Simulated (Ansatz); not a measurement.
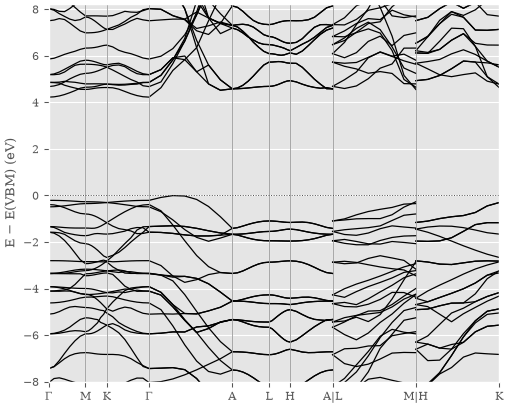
Figure. Band structure from plane-wave PAW LDA (Ansatz code)

### Question
Read off the gap and where the band edges lie.

### Answer
About 4.2 eV (4.22 eV by a search for the band edges); maximum on the Γ–A line, 33 % of the way from Γ, minimum at Γ.

The material is Si$_{3}$N$_{4}$ in space group P6_3/m (No. 176; Si on 6h, N on 2c, N on 6h).

Symmetry was held in the LDA relaxation; phonons on a q-mesh show no instability.

Potentials: the later of the program's two PAW sets.
